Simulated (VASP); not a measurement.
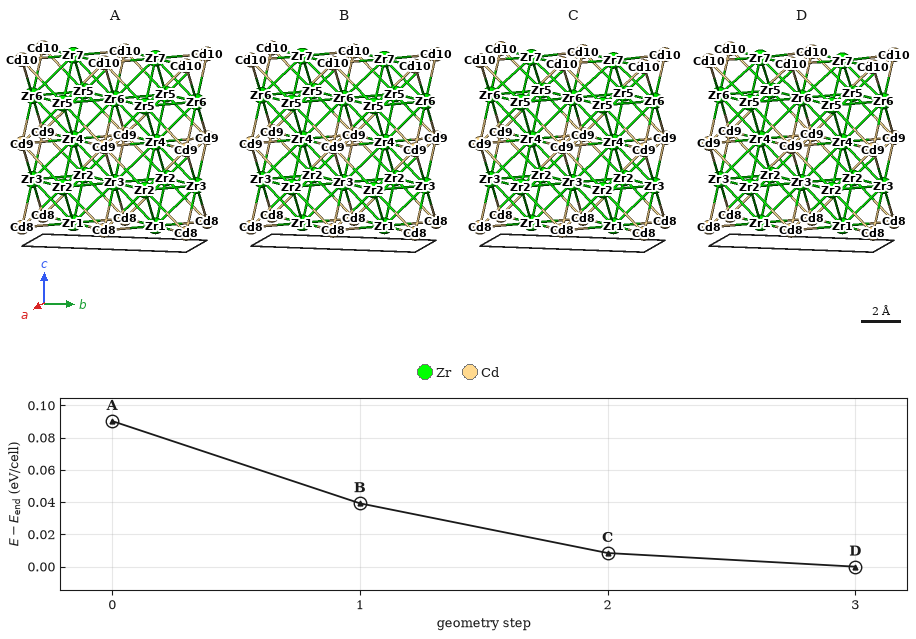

Frames of a relaxation of a slab of composition Zr7Cd3, marked on the history of the run. A ball-and-stick model of the 1 × 2 repeat of the cell, outlined in the plane, without the vacuum, seen slightly off an axis.

The run lets the atoms move in a fixed cell. 4 atoms are held fixed.

Method: Kohn-Sham DFT of a periodic cell, PBEsol, VASP PAW PBE potentials, recommended (VASP).

Input file:
```
SYSTEM = Zr7Cd3
PREC = Accurate
ENCUT = 520
EDIFF = 1E-6
ISMEAR = 0
SIGMA = 0.05
LREAL = .FALSE.
LASPH = .TRUE.
NELM = 100
ALGO = Normal
ISIF = 2
LWAVE = .FALSE.
LCHARG = .FALSE.
LDIPOL = .TRUE.
IDIPOL = 3
DIPOL = 0.5 0.5 0.500
GGA = PS
IBRION = 2
NSW = 60
EDIFFG = -0.01
```

Launched with:
```bash
cat potpaw_PBE.64/Zr_sv/POTCAR potpaw_PBE.64/Cd/POTCAR > POTCAR
mpirun -np 1 vasp_std > vasp.out
```

Question: What happens along the run?

Answer: The run was cut off at its time limit before the relaxation converged, so the last structure is only a point on the way. After 3 geometry steps the energy has fallen by 90.3 meV per cell of the calculation. The largest force component goes from 0.92 to 0.94 eV/Å. Zr7 moves most: 0.13 Å along the normal (−c). By element the largest moves are Zr 0.13 Å, Cd 0.05 Å. The cell doesn't change. Among the contacts that change: Zr5–Zr7 3.150 → 3.033 Å, Zr5–Cd10 3.150 → 3.089 Å, Zr5–Cd9 3.150 → 3.174 Å, Zr4–Zr5 3.150 → 3.174 Å. It ran on 1 thread of Intel(R) Xeon(R) 6975P-C (Granite Rapids), with other jobs on the host. From step 0 to 1: Zr7 moves most (0.04 Å), energy −51.0 meV per cell of the calculation. From step 1 to 2: Zr7 moves most (0.07 Å), energy −30.8 meV per cell of the calculation. From step 2 to 3: Zr7 moves most (0.02 Å), energy −8.5 meV per cell of the calculation.

| step | E − E(0), meV/atom | largest force component, eV/Å |
| --- | --- | --- |
| 0 | 0.00 | 0.9172 |
| 1 | -5.10 | 0.9222 |
| 2 | -8.19 | 0.9284 |
| 3 | -9.03 | 0.9380 |
